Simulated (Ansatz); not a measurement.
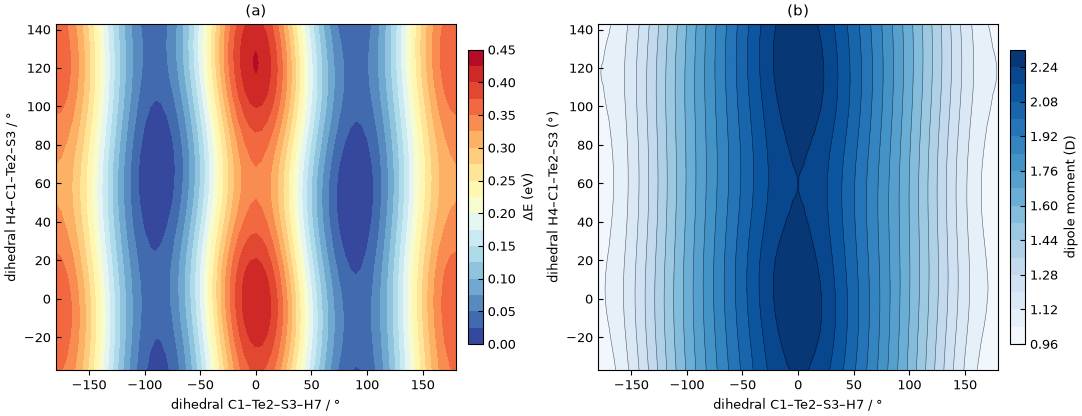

CH₄STe, SMILES C[Te]S. 
- Coordinates scanned: (1) dihedral C1–Te2–S3–H7; (2) dihedral H4–C1–Te2–S3.
- Nothing is relaxed (all other coordinates rigid).
- Grid: 18 × 17 points.
- Points are written as (first, second).
- All energies are given in eV relative to the relaxed molecule at the same level.
- These are results of RKS SPW92 (LDA)/def2-TZVP (Ansatz), not measurements.

Panel (a) is the energy and panel (b) the computed dipole moment on the same grid.

The picture shows filled contours. Between grid points the surface is interpolated.

> How does the dipole moment vary over the map, and what is it at the lowest grid point?

Leaving out the highest fifth of the energies, it runs from 1.01 D at (−180°, 53.0°) to 2.21 D at (−20°, 86.8°). At the lowest grid point, (80°, 53.0°), it is 1.77 D.

```tsv
dihedral H4–C1–Te2–S3 ↓, dihedral C1–Te2–S3–H7 →	−160	−120	−80	−40	0	40	80	120	160
143.0	1.08	1.41	1.78	2.11	2.28	2.11	1.80	1.44	1.09
120.5	1.09	1.43	1.79	2.12	2.31	2.13	1.81	1.45	1.11
98.0	1.09	1.43	1.79	2.10	2.28	2.12	1.80	1.43	1.09
75.5	1.07	1.42	1.78	2.08	2.25	2.09	1.78	1.41	1.07
53.0	1.07	1.42	1.78	2.08	2.24	2.07	1.77	1.41	1.06
30.5	1.09	1.43	1.80	2.11	2.27	2.09	1.78	1.41	1.07
8.0	1.10	1.44	1.81	2.13	2.30	2.11	1.78	1.42	1.08
−14.5	1.09	1.44	1.80	2.11	2.29	2.11	1.78	1.41	1.07
−37.0	1.06	1.42	1.78	2.08	2.25	2.08	1.77	1.39	1.04
```

The table holds every second grid line.
